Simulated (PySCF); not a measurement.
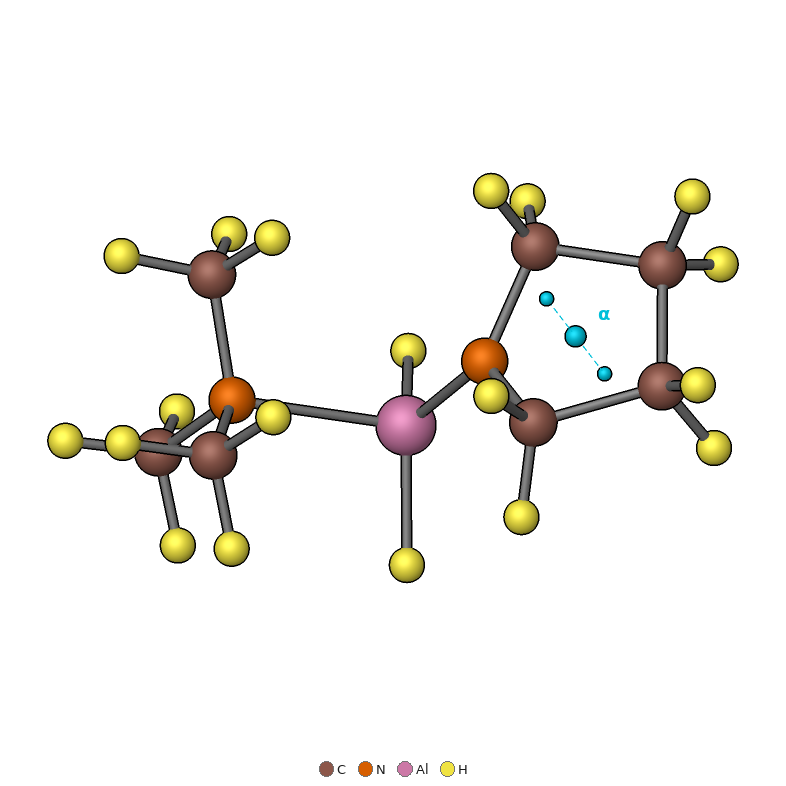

The small points mark where nucleus-independent chemical shifts (NICS) were computed: at the centre of each lettered ring and 1 Å above and below it. The computed structure is the end point of a PBE0-D3(BJ)/def2-SVP optimisation. No frequency run is at hand to confirm it as a minimum. Method: GIAO KT2/pcSseg-1 NMR shielding, non-relativistic, gas phase (PySCF 2.14.0).

Give NICS(0), NICS(1) and the out-of-plane component NICS(1)zz for each ring (means of the two sides).

| ring | members | NICS(0) | NICS(1) | NICS(1)zz |
| --- | --- | --- | --- | --- |
| α | C4N | −7.1 | −4.6 | −7.3 |

Values in ppm.
